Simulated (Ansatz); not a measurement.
# CH3B2F: one molecule under many settings

How do the results and run time of CH3B2F respond when the settings are drawn wide?

Computed with Ansatz 0.2.0, Gaussian basis. Level: the settings change from run to run.

### 1 The molecule

An earlier PBE0-D4 in a triple-zeta def2 set relaxation fixed the geometry.

SMILES `FB1BC1`, 7 atoms, charge 0, spin multiplicity 1.

Atoms are counted from 1 here; the program's logs count them from 0.

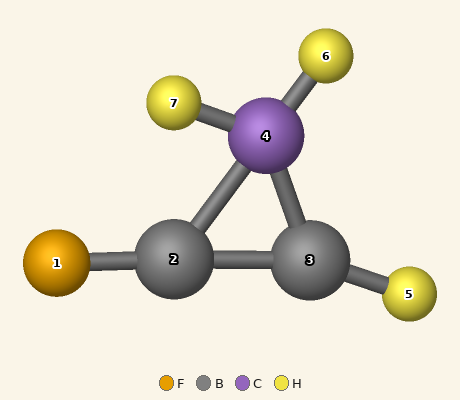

The structure; fluorine amber, boron grey, carbon purple, hydrogen yellow; atoms are numbered from 1 in the order of the file.

### 2 PBEsol/def2-mTZVP

Options: coordinates scaled by 1.12, finite nuclei.

in.yaml

```yaml
crystal:
  periodic: [false, false, false]
  atoms:
    - {symbol: F, position_ang: [-1.533358, -1.570899, 1.107604]}
    - {symbol: B, position_ang: [-0.986254, -0.582661, 0.183111]}
    - {symbol: B, position_ang: [-0.411317, 0.565194, -0.922485]}
    - {symbol: C, position_ang: [0.754561, 0.138497, 0.188396]}
    - {symbol: H, position_ang: [-0.350851, 1.419386, -1.928037]}
    - {symbol: H, position_ang: [1.879728, 0.609910, 0.188833]}
    - {symbol: H, position_ang: [0.715923, -0.655588, 1.131280]}
basis:
  gaussian: {orbitals: def2-mTZVP, nuclear_model: gaussian}
hamiltonian: {xc: {name: PBEsol}}
output: {forces: true}
```

Launch:

```
> ansatz run in.yaml --threads 2 --pin off --events-out ev --progress --plain --max-ram 4352MiB
```

Output:

```text
Functional definition: PBEsol
  name "PBEsol"
  cite "Perdew et al., Phys. Rev. Lett. 100, 136406 (2008) doi:10.1103/PhysRevLett.100.136406"
  cite "Perdew, Burke & Ernzerhof, Phys. Rev. Lett. 77, 3865 (1996) doi:10.1103/PhysRevLett.77.3865"
  parent pbesol
  exchange = pbesol_x
  correlation = pbesol_c
807 factors; their error is unknown
mean field evaluation 1: about -5120.7923 eV, gradient 5.5e1 eV
mean field evaluation 2: about -5089.2293 eV, gradient 1.1e2 eV
mean field evaluation 4: about -5128.1701 eV, gradient 1.3e1 eV
mean field evaluation 8: about -5128.5128 eV, gradient 1.9e-1 eV
mean field evaluation 16: about -5128.4973 eV, gradient 3.5e-4 eV
mean field -5128.49733378 eV, -188.4688007961 hartree, gradient 5.4e-5 eV, S^2 0.000000; 0 other end points of the search recorded, 0 dependent functions left out
the calculation of the forces begins
reference -5128.49737446 eV, -188.4688022911 hartree; 14, 14 occupied and 71, 71 virtual orbitals, 807 factors
Total energy: -5128.49737446 eV, -188.4688022911 hartree
Atom 0 at    -1.533358    -1.570899     1.107604 Å, force     1.948162     3.103870    -2.787912 eV/Å
Atom 1 at    -0.986254    -0.582661     0.183111 Å, force     0.175354    -0.287384     0.438657 eV/Å
Atom 2 at    -0.411317     0.565194    -0.922485 Å, force     1.436970    -1.727952     2.835867 eV/Å
Atom 3 at     0.754561     0.138497     0.188396 Å, force    -0.859257    -0.029875    -0.399272 eV/Å
Atom 4 at    -0.350851     1.419386    -1.928037 Å, force    -0.172429    -1.544893     1.787328 eV/Å
Atom 5 at     1.879728     0.609910     0.188833 Å, force    -2.448054    -1.079814     0.065259 eV/Å
Atom 6 at     0.715923    -0.655588     1.131280 Å, force    -0.080746     1.566047    -1.939926 eV/Å
Dipole moment:     0.290989     0.054772     0.081222 e Å
```

Run time: 1 s. Hardware: 2 threads of Arm Neoverse V1, shared host.

Largest force 4.605 eV/Å, dipole 1.47 D.

### 3 B3LYP/def2-TZVPP

Options: charge +1, multiplicity 2, D3(BJ) dispersion, relativity set to none.

in.yaml

```yaml
crystal:
  periodic: [false, false, false]
  atoms:
    - {symbol: F, position_ang: [-1.369070, -1.402589, 0.988932]}
    - {symbol: B, position_ang: [-0.880584, -0.520233, 0.163492]}
    - {symbol: B, position_ang: [-0.367248, 0.504638, -0.823647]}
    - {symbol: C, position_ang: [0.673716, 0.123658, 0.168211]}
    - {symbol: H, position_ang: [-0.313260, 1.267309, -1.721462]}
    - {symbol: H, position_ang: [1.678329, 0.544563, 0.168601]}
    - {symbol: H, position_ang: [0.639217, -0.585346, 1.010072]}
basis:
  gaussian: {orbitals: def2-TZVPP}
total_charge: 1
magnetization: {spin_polarized: true, initial_magnetization: 1}
hamiltonian: {xc: {name: B3LYP}, dispersion: d3bj, pseudopotentials: {relativity: none}}
output: {forces: true}
```

The command is unchanged.

Output, cut to the lines that bear on the results:

```text
Functional definition: B3LYP
  name "B3LYP"
  cite "Stephens, Devlin, Chabalowski & Frisch, J. Phys. Chem. 98, 11623 (1994) doi:10.1021/j100096a001"
  cite "Becke, Phys. Rev. A 38, 3098 (1988) doi:10.1103/PhysRevA.38.3098"
  cite "Lee, Yang & Parr, Phys. Rev. B 37, 785 (1988) doi:10.1103/PhysRevB.37.785"
  cite "Vosko, Wilk & Nusair, Can. J. Phys. 58, 1200 (1980) doi:10.1139/p80-159"
[...]
851 factors; their error is unknown
[...]
mean field -5146.47647364 eV, -189.1295219993 hartree, gradient 9.0e-6 eV, S^2 0.761760; 2 other end points of the search recorded, 0 dependent functions left out
[...]
reference -5146.47669629 eV, -189.1295301814 hartree; 14, 13 occupied and 152, 153 virtual orbitals, 851 factors
Total energy: -5146.64573850 eV, -189.1357423681 hartree
Atom 0 at    -1.369070    -1.402589     0.988932 Å, force     0.783239     1.166296    -1.359477 eV/Å
Atom 1 at    -0.880584    -0.520233     0.163492 Å, force    -3.398712    -2.307933     2.463844 eV/Å
Atom 2 at    -0.367248     0.504638    -0.823647 Å, force    -0.754987     1.746223    -2.499411 eV/Å
Atom 3 at     0.673716     0.123658     0.168211 Å, force     3.198847    -0.776873     0.784587 eV/Å
Atom 4 at    -0.313260     1.267309    -1.721462 Å, force    -0.085652    -0.326600     0.102479 eV/Å
Atom 5 at     1.678329     0.544563     0.168601 Å, force    -0.048545     0.652512     0.381371 eV/Å
Atom 6 at     0.639217    -0.585346     1.010072 Å, force     0.305810    -0.153624     0.126607 eV/Å
Dipole moment:     0.608658     0.329210    -0.153503 e Å
```

Wall time 16 s (2 threads of Arm Neoverse V1, shared host); peak memory 0.44 GiB.

Largest force 4.790 eV/Å, ⟨S²⟩ 0.762.

### 4 RPBE/aug-pcseg-2

This run has charge +1, multiplicity 2, restricted open-shell orbitals, density fitting with cc-pVTZ-jkfit, a grid of angular degree 23, finite nuclei, a point charge of -1.00 e beside it, D3(BJ) dispersion, high accuracy.

Changes to in.yaml since step 3:

```diff
@@ -11,6 +11,6 @@
 basis:
-  gaussian: {orbitals: def2-TZVPP}
+  gaussian: {orbitals: aug-pcseg-2, fitting: {mean_field: cc-pVTZ-jkfit}, final_grid: {core_spheres: 8, valence_spheres: 7, degree: 23}, nuclear_model: gaussian, point_charges: [{charge: -1.00, position_ang: [6.539, -0.440, 0.035]}]}
 total_charge: 1
-magnetization: {spin_polarized: true, initial_magnetization: 1}
-hamiltonian: {xc: {name: B3LYP}, dispersion: d3bj, pseudopotentials: {relativity: none}}
-output: {forces: true}
+magnetization: {spin_polarized: false, initial_magnetization: 1}
+hamiltonian: {xc: {name: RPBE}, dispersion: d3bj}
+accuracy: high
```

Launched as before.

Output, cut to the lines that bear on the results:

```text
Functional definition: RPBE
  name "RPBE"
  cite "Hammer, Hansen & Nørskov, Phys. Rev. B 59, 7413 (1999) doi:10.1103/PhysRevB.59.7413"
  cite "Perdew, Burke & Ernzerhof, Phys. Rev. Lett. 77, 3865 (1996) doi:10.1103/PhysRevLett.77.3865"
[...]
406 factors; integrals over basis functions are off by at most 7.8e-1 eV
[...]
mean field -5148.60875212 eV, -189.2078817881 hartree, gradient 1.3e-8 eV, S^2 0.750000; 5 other end points of the search recorded, 0 dependent functions left out
reference -5148.60875795 eV, -189.2078820025 hartree; 14, 13 occupied and 239, 240 virtual orbitals, 406 factors
Total energy: -5149.19757807 eV, -189.2295207425 hartree
```

Run time: 26 s. Hardware: 2 threads of Arm Neoverse V1, shared host; peak memory 0.59 GiB.

### 5 PBE/def2-TZVPP

Set apart from the defaults: D3(BJ) dispersion.

in.yaml

```yaml
crystal:
  periodic: [false, false, false]
  atoms:
    - {symbol: F, position_ang: [-1.369070, -1.402589, 0.988932]}
    - {symbol: B, position_ang: [-0.880584, -0.520233, 0.163492]}
    - {symbol: B, position_ang: [-0.367248, 0.504638, -0.823647]}
    - {symbol: C, position_ang: [0.673716, 0.123658, 0.168211]}
    - {symbol: H, position_ang: [-0.313260, 1.267309, -1.721462]}
    - {symbol: H, position_ang: [1.678329, 0.544563, 0.168601]}
    - {symbol: H, position_ang: [0.639217, -0.585346, 1.010072]}
basis:
  gaussian: {orbitals: def2-TZVPP}
hamiltonian: {xc: {name: PBE}, dispersion: d3bj}
output: {forces: true}
```

Same command.

Output, cut to the lines that bear on the results:

```text
Functional definition: PBE
  name "PBE"
  cite "Perdew, Burke & Ernzerhof, Phys. Rev. Lett. 77, 3865 (1996) doi:10.1103/PhysRevLett.77.3865"
  parent pbe
[...]
851 factors; their error is unknown
[...]
mean field -5150.30066801 eV, -189.2700585502 hartree, gradient 5.3e-5 eV, S^2 0.000000; 0 other end points of the search recorded, 0 dependent functions left out
[...]
reference -5150.30070785 eV, -189.2700600142 hartree; 14, 14 occupied and 152, 152 virtual orbitals, 851 factors
Total energy: -5150.39651637 eV, -189.2735809125 hartree
Atom 0 at    -1.369070    -1.402589     0.988932 Å, force    -0.240479    -0.414395     0.382097 eV/Å
Atom 1 at    -0.880584    -0.520233     0.163492 Å, force    -0.056063     0.212180    -0.286765 eV/Å
Atom 2 at    -0.367248     0.504638    -0.823647 Å, force    -0.112648     0.110083    -0.190959 eV/Å
Atom 3 at     0.673716     0.123658     0.168211 Å, force     0.081775     0.024796     0.011471 eV/Å
Atom 4 at    -0.313260     1.267309    -1.721462 Å, force     0.010185     0.081699    -0.094099 eV/Å
Atom 5 at     1.678329     0.544563     0.168601 Å, force     0.242493     0.095217     0.007425 eV/Å
Atom 6 at     0.639217    -0.585346     1.010072 Å, force     0.074737    -0.109582     0.170831 eV/Å
Dipole moment:     0.269671    -0.049302     0.196931 e Å
```

Wall time 1.7 s (2 threads of Arm Neoverse V1, shared host).

Largest force 0.613 eV/Å, dipole 1.62 D.

### 6 B97/def2-mTZVP

Set apart from the defaults: density fitting with cc-pVTZ-jkfit, finite nuclei.

Changes to in.yaml since step 5:

```diff
@@ -11,4 +11,4 @@
 basis:
-  gaussian: {orbitals: def2-TZVPP}
-hamiltonian: {xc: {name: PBE}, dispersion: d3bj}
+  gaussian: {orbitals: def2-mTZVP, fitting: {mean_field: cc-pVTZ-jkfit}, nuclear_model: gaussian}
+hamiltonian: {xc: {name: B97}}
 output: {forces: true}
```

The command is unchanged.

Output, cut to the lines that bear on the results:

```text
Functional definition: B97
  name "B97"
  cite "Becke, J. Chem. Phys. 107, 8554 (1997) doi:10.1063/1.475007"
[...]
      + integral(e_c_pw_opposite_spin*poly(b97_u_opposite, cos0, cos1, cos2))
406 factors; integrals over basis functions are off by at most 2.6e-1 eV
[...]
mean field -5154.63139856 eV, -189.4292099624 hartree, gradient 2.7e-5 eV, S^2 0.000000; 0 other end points of the search recorded, 0 dependent functions left out
[...]
reference -5154.63142320 eV, -189.4292108681 hartree; 14, 14 occupied and 71, 71 virtual orbitals, 406 factors
Total energy: -5154.63142320 eV, -189.4292108681 hartree
Atom 0 at    -1.369070    -1.402589     0.988932 Å, force    -0.146454    -0.255822     0.236873 eV/Å
Atom 1 at    -0.880584    -0.520233     0.163492 Å, force    -0.289705     0.123043    -0.295861 eV/Å
Atom 2 at    -0.367248     0.504638    -0.823647 Å, force    -0.060398     0.085713    -0.135113 eV/Å
Atom 3 at     0.673716     0.123658     0.168211 Å, force     0.262042     0.029598     0.096747 eV/Å
Atom 4 at    -0.313260     1.267309    -1.721462 Å, force    -0.002489    -0.030092     0.035236 eV/Å
Atom 5 at     1.678329     0.544563     0.168601 Å, force     0.071652     0.025935     0.005107 eV/Å
Atom 6 at     0.639217    -0.585346     1.010072 Å, force     0.165353     0.021625     0.057012 eV/Å
Dipole moment:     0.262891    -0.042437     0.185188 e Å
```

Wall time 2 s (2 threads of Arm Neoverse V1, shared host).

Largest force 0.432 eV/Å, dipole 1.56 D.

### 7 B2PLYP/cc-pVDZ

Options: unrestricted orbitals, atoms shaken by 0.08 Å.

in.yaml

```yaml
crystal:
  periodic: [false, false, false]
  atoms:
    - {symbol: F, position_ang: [-1.417447, -1.345635, 0.960216]}
    - {symbol: B, position_ang: [-0.836148, -0.582339, 0.254821]}
    - {symbol: B, position_ang: [-0.344122, 0.565873, -0.764739]}
    - {symbol: C, position_ang: [0.703469, 0.158617, 0.124723]}
    - {symbol: H, position_ang: [-0.361723, 1.226874, -1.636479]}
    - {symbol: H, position_ang: [1.571830, 0.608520, -0.026663]}
    - {symbol: H, position_ang: [0.712614, -0.614306, 0.961097]}
basis:
  gaussian: {orbitals: cc-pVDZ}
magnetization: {spin_polarized: true, initial_magnetization: 0}
hamiltonian: {xc: {name: B2PLYP}}
output: {forces: true}
```

Launched as before.

Output, cut to the lines that bear on the results:

```text
Functional definition: B2PLYP
  name "B2PLYP"
  cite "Grimme, J. Chem. Phys. 124, 034108 (2006) doi:10.1063/1.2148954"
  cite "Becke, Phys. Rev. A 38, 3098 (1988) doi:10.1103/PhysRevA.38.3098"
  cite "Lee, Yang & Parr, Phys. Rev. B 37, 785 (1988) doi:10.1103/PhysRevB.37.785"
[...]
652 factors; integrals over basis functions are off by at most 8.7e-4 eV
[...]
mean field -5144.06955218 eV, -189.0410692671 hartree, gradient 1.8e-6 eV, S^2 0.000000; 0 other end points of the search recorded, 0 dependent functions left out
4 core orbitals not correlated: weight in the atoms' cores, before any rotation towards them, 1.000 or more for the frozen orbitals, at most 0.000 for the correlated occupied ones
reference -5144.06968212 eV, -189.0410740422 hartree; 10, 10 occupied and 57, 57 virtual orbitals, 652 factors
second order -16.20546092 eV of doubles, -0.00000000 eV of singles
[...]
Total energy: -5148.44515657 eV, -189.2018697624 hartree
Atom 0 at    -1.417447    -1.345635     0.960216 Å, force    -3.136336    -5.522350     5.254213 eV/Å
Atom 1 at    -0.836148    -0.582339     0.254821 Å, force     2.872363     7.293686    -7.086869 eV/Å
Atom 2 at    -0.344122     0.565873    -0.764739 Å, force    -2.543820    -3.435180     2.488254 eV/Å
Atom 3 at     0.703469     0.158617     0.124723 Å, force    -2.294054    -2.662710     2.027376 eV/Å
Atom 4 at    -0.361723     1.226874    -1.636479 Å, force    -0.078819     1.950080    -2.287784 eV/Å
Atom 5 at     1.571830     0.608520    -0.026663 Å, force     4.933484     1.712903     0.024048 eV/Å
Atom 6 at     0.712614    -0.614306     0.961097 Å, force     0.247180     0.663570    -0.419237 eV/Å
Dipole moment:     0.203779    -0.204177     0.293249 e Å
```

Wall time 4 s (2 threads of Arm Neoverse V1, shared host).

Largest force 10.567 eV/Å, dipole 1.98 D, ⟨S²⟩ 0.000.

### 8 revPBE0/def2-mTZVP

This run has coordinates scaled by 0.92, relativity set to scalar.

in.yaml

```yaml
crystal:
  periodic: [false, false, false]
  atoms:
    - {symbol: F, position_ang: [-1.259544, -1.290381, 0.909818]}
    - {symbol: B, position_ang: [-0.810137, -0.478615, 0.150412]}
    - {symbol: B, position_ang: [-0.337868, 0.464267, -0.757755]}
    - {symbol: C, position_ang: [0.619818, 0.113766, 0.154754]}
    - {symbol: H, position_ang: [-0.288199, 1.165924, -1.583745]}
    - {symbol: H, position_ang: [1.544063, 0.500998, 0.155113]}
    - {symbol: H, position_ang: [0.588079, -0.538518, 0.929266]}
basis:
  gaussian: {orbitals: def2-mTZVP}
hamiltonian: {xc: {name: revPBE0}, pseudopotentials: {relativity: scalar}}
output: {forces: true}
```

Same command.

Output, cut to the lines that bear on the results:

```text
Functional definition: revPBE0
  name "revPBE0"
  cite "Zhang & Yang, Phys. Rev. Lett. 80, 890 (1998) doi:10.1103/PhysRevLett.80.890"
  cite "Adamo & Barone, J. Chem. Phys. 110, 6158 (1999) doi:10.1063/1.478522"
  cite "Perdew, Burke & Ernzerhof, Phys. Rev. Lett. 77, 3865 (1996) doi:10.1103/PhysRevLett.77.3865"
[...]
780 factors; integrals over basis functions are off by at most 9.0e-4 eV
[...]
mean field -5155.32662268 eV, -189.4547589775 hartree, gradient 6.4e-6 eV, S^2 0.000000; 0 other end points of the search recorded, 0 dependent functions left out
[...]
reference -5155.32665811 eV, -189.4547602797 hartree; 14, 14 occupied and 71, 71 virtual orbitals, 780 factors
Total energy: -5155.32665811 eV, -189.4547602797 hartree
Relativity: scalar
Atom 0 at    -1.259544    -1.290381     0.909818 Å, force    -3.376434    -5.482280     4.956541 eV/Å
Atom 1 at    -0.810137    -0.478615     0.150412 Å, force    -0.308352     1.379732    -1.833164 eV/Å
Atom 2 at    -0.337868     0.464267    -0.757755 Å, force    -2.140194     2.555619    -4.202480 eV/Å
Atom 3 at     0.619818     0.113766     0.154754 Å, force     1.618564     0.066916     0.738945 eV/Å
Atom 4 at    -0.288199     1.165924    -1.583745 Å, force     0.241176     2.026017    -2.335863 eV/Å
Atom 5 at     1.544063     0.500998     0.155113 Å, force     3.551816     1.540370    -0.062635 eV/Å
Atom 6 at     0.588079    -0.538518     0.929266 Å, force     0.413424    -2.086375     2.738655 eV/Å
Dipole moment:     0.273927    -0.100726     0.261695 e Å
```

Run time: 1.4 s. Hardware: 2 threads of Arm Neoverse V1, shared host.

Largest force 8.125 eV/Å, dipole 1.88 D.

### 9 r2SCAN/def2-SVP

Set apart from the defaults: the search for lower states set to off.

in.yaml

```yaml
crystal:
  periodic: [false, false, false]
  atoms:
    - {symbol: F, position_ang: [-1.369070, -1.402589, 0.988932]}
    - {symbol: B, position_ang: [-0.880584, -0.520233, 0.163492]}
    - {symbol: B, position_ang: [-0.367248, 0.504638, -0.823647]}
    - {symbol: C, position_ang: [0.673716, 0.123658, 0.168211]}
    - {symbol: H, position_ang: [-0.313260, 1.267309, -1.721462]}
    - {symbol: H, position_ang: [1.678329, 0.544563, 0.168601]}
    - {symbol: H, position_ang: [0.639217, -0.585346, 1.010072]}
basis:
  gaussian: {orbitals: def2-SVP}
hamiltonian: {xc: {name: r2SCAN}}
scf: {lower_state_search: off}
```

Launched as before.

Output, cut to the lines that bear on the results:

```text
Functional definition: r2SCAN
  name "r2SCAN"
  cite "Furness, Kaplan, Ning, Perdew & Sun, J. Phys. Chem. Lett. 11, 8208 (2020) doi:10.1021/acs.jpclett.0c02405"
  cite "Furness, Kaplan, Ning, Perdew & Sun, J. Phys. Chem. Lett. 11, 9248 (2020) doi:10.1021/acs.jpclett.0c03077"
  parent r2scan
[...]
788 factors; their error is unknown
[...]
mean field -5147.77741822 eV, -189.1773308308 hartree, gradient 3.9e-6 eV, S^2 0.000000; 0 other end points of the search recorded, 0 dependent functions left out
reference -5147.77742671 eV, -189.1773311429 hartree; 14, 14 occupied and 57, 57 virtual orbitals, 788 factors
Total energy: -5147.77742671 eV, -189.1773311429 hartree
Checks for a lower state left out: stability, starts, cluster_reference, orbital_swaps, neighbouring_geometries, increment
```

It took 1 s on 2 threads of Arm Neoverse V1, shared host.

### 10 wPBEh/pcseg-2

Options: relativity set to none, high accuracy.

Changes to in.yaml since step 9:

```diff
@@ -11,4 +11,5 @@
 basis:
-  gaussian: {orbitals: def2-SVP}
-hamiltonian: {xc: {name: r2SCAN}}
-scf: {lower_state_search: off}
+  gaussian: {orbitals: pcseg-2}
+hamiltonian: {xc: {name: wPBEh}, pseudopotentials: {relativity: none}}
+accuracy: high
+output: {forces: true}
```

Same command.

Output, cut to the lines that bear on the results:

```text
Functional definition: wPBEh
  name "wPBEh"
  cite "Heyd, Scuseria & Ernzerhof, J. Chem. Phys. 118, 8207 (2003) doi:10.1063/1.1564060"
  cite "Krukau, Vydrov, Izmaylov & Scuseria, J. Chem. Phys. 125, 224106 (2006) doi:10.1063/1.2404663"
  cite "Heyd & Scuseria, J. Chem. Phys. 120, 7274 (2004) doi:10.1063/1.1668634"
  cite "Ernzerhof & Perdew, J. Chem. Phys. 109, 3313 (1998) doi:10.1063/1.476928"
  cite "Perdew, Burke & Ernzerhof, Phys. Rev. Lett. 77, 3865 (1996) doi:10.1103/PhysRevLett.77.3865"
  parent pbe
[...]
2862 factors; integrals over basis functions are off by at most 3.5e-9 eV
93 factors; integrals over basis functions are off by at most 1.6e-9 eV
[...]
mean field -5151.14578160 eV, -189.3011159019 hartree, gradient 2.7e-8 eV, S^2 0.000000; 0 other end points of the search recorded, 0 dependent functions left out
[...]
reference -5151.14578578 eV, -189.3011160555 hartree; 14, 14 occupied and 148, 148 virtual orbitals, 2862 factors
Total energy: -5151.14578578 eV, -189.3011160555 hartree
Atom 0 at    -1.369070    -1.402589     0.988932 Å, force     0.025695     0.050527    -0.048397 eV/Å
Atom 1 at    -0.880584    -0.520233     0.163492 Å, force     0.001488    -0.008190     0.010564 eV/Å
Atom 2 at    -0.367248     0.504638    -0.823647 Å, force    -0.001099    -0.017787     0.021396 eV/Å
Atom 3 at     0.673716     0.123658     0.168211 Å, force     0.008193    -0.014334     0.021787 eV/Å
Atom 4 at    -0.313260     1.267309    -1.721462 Å, force    -0.004170    -0.024246     0.027156 eV/Å
Atom 5 at     1.678329     0.544563     0.168601 Å, force    -0.038847    -0.018655     0.002793 eV/Å
Atom 6 at     0.639217    -0.585346     1.010072 Å, force     0.008740     0.032684    -0.035299 eV/Å
Dipole moment:     0.270230    -0.034985     0.179813 e Å
```

Run time: 12 s. Hardware: 2 threads of Arm Neoverse V1, shared host; peak memory 0.66 GiB.

Largest force 0.075 eV/Å, dipole 1.57 D.

### 11 The runs in one table

```
             level  charge  multiplicity               geometry  functions  energy (eV)   time
 PBEsol/def2-mTZVP       0             1                 scaled         85    -5128.497    1 s
  B3LYP/def2-TZVPP       1             2                relaxed        166    -5146.646   16 s
  RPBE/aug-pcseg-2       1             2  relaxed, point charge        253    -5149.198   26 s
    PBE/def2-TZVPP       0             1                relaxed        166    -5150.397  1.7 s
    B97/def2-mTZVP       0             1                relaxed         85    -5154.631    2 s
    B2PLYP/cc-pVDZ       0             1                 shaken         71    -5148.445    4 s
revPBE0/def2-mTZVP       0             1                 scaled         85    -5155.327  1.4 s
   r2SCAN/def2-SVP       0             1                relaxed         71    -5147.777    1 s
     wPBEh/pcseg-2       0             1                relaxed        162    -5151.146   12 s
```

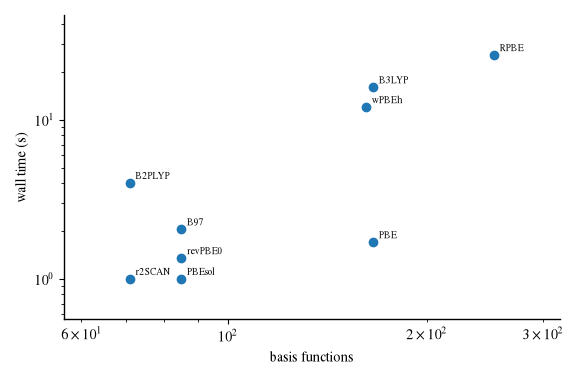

Wall time against the number of basis functions (shared host).

### 12 Summary of results

```
                                         quantity                   value
                                             runs                       9
                                         quickest  PBEsol/def2-mTZVP, 1 s
                                          slowest  RPBE/aug-pcseg-2, 26 s
spread of total energies, same state and geometry                  6.9 eV
                  dipole, same state and geometry          1.56 to 1.62 D
```

What this shows: Run time spans a factor of 26, from PBEsol/def2-mTZVP to RPBE/aug-pcseg-2. The jobs differ in tasks and options as well as level. The totals spread over 7 eV; they can't be compared across methods or bases. At the PBE0-D4/def2-TZVP geometry and in the same state, runs without warnings or point charges leave forces up to 0.61 eV/Å (PBE/def2-TZVPP), against 10.6 eV/Å where the atoms were moved. At that geometry and state the dipole changes by 4 % between the lowest and highest value.
